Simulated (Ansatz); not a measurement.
Consider ScB₂N₃.

Input

```
crystal:
  lattice:
    - [4.5605629663, 0.0, 0.0]
    - [-2.2802814831, 3.9495633843, 0.0]
    - [0.0, 0.0, 3.0996995591]
  atoms:
    - { symbol: Sc, position: [0.0, 0.0, 0.5] }
    - { symbol: B, position: [0.3333333333, 0.6666666667, 0.0] }
    - { symbol: B, position: [0.6666666667, 0.3333333333, 0.0] }
    - { symbol: "N", position: [0.358717111, 0.0, 0.0] }
    - { symbol: "N", position: [0.0, 0.358717111, 0.0] }
    - { symbol: "N", position: [0.641282889, 0.641282889, 0.0] }
basis:
  ecutwfc: 420
kpoints:
  mp_grid: { grid: [6, 6, 10] }
hamiltonian:
  xc: pbe
scf:
  occupations: { method: gaussian, width: 0.02 }
output:
  forces: true
  stress: true
  eigenvalues: true
  write_density: true
  write_potential: true
  elf: true
  volumetric_format: npy
relax:
  adjacent_minimum: "off"
  f_tol: 0.01
  max_steps: 80
  cell: { stress_tol: 0.05 }
```

Run with:

```sh
ansatz run input.yaml --threads 1 --pin off --max-ram 2560MiB --backend cpu --events-out ev --progress --plain --runs-dir out
```

Below, planes, directions and counts refer to the conventional cell (a = 4.56 Å, b = 4.56 Å, c = 3.10 Å, α = 90.00°, β = 90.00°, γ = 120.00°).

The fields are those of the relaxed geometry.

Space group P-62m; a structure generated by program, which may or may not match a known phase.

These are results of DFT PBE, scalar-relativistic, plane waves, PAW in Ansatz, not measurements.

Question: What will maps of the valence pseudo-density and electron localisation function show?

Answer: B–N (1.47 Å): the density is about 1.7 e/Å³ at the midpoint; the ELF peaks at about 0.90 between the atoms, as expected for a shared but strongly polarised pair.

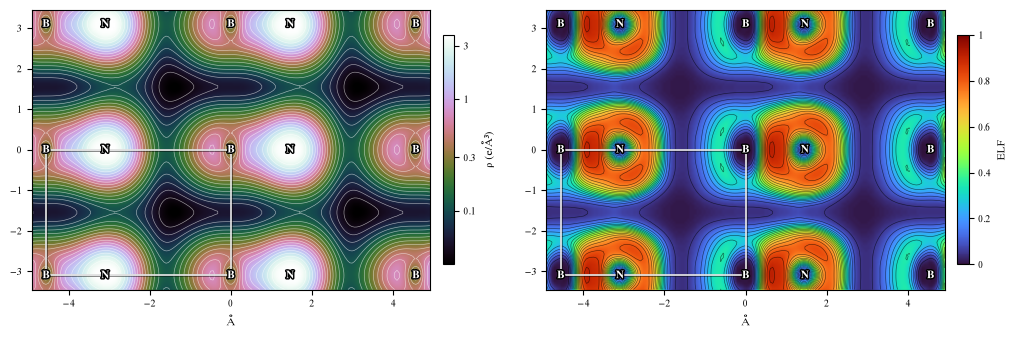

Computed valence pseudo-density and electron localisation function on the (100) plane of the conventional cell, in this order. 
